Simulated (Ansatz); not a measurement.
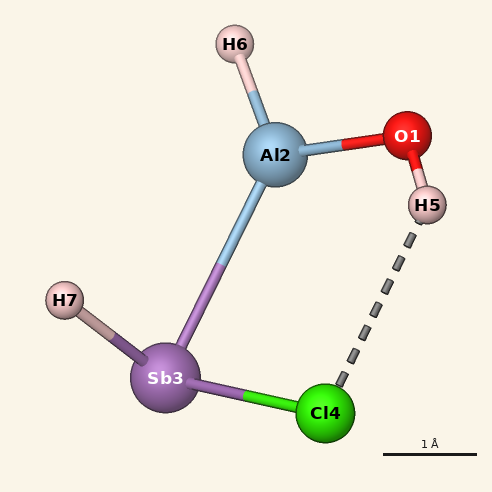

Broken lines mark hydrogen bonds. The computed structure is the end point of a PBE-D4/def2-SVP optimisation. No frequency run is at hand to confirm it as a minimum.

Give donor, acceptor, H···A distance and D–H···A angle of each hydrogen bond.

```tsv
D–H···A	D–H (Å)	H···A (Å)	angle (°)	kind
O1–H5···Cl4	0.98	2.55	134	intramolecular
```
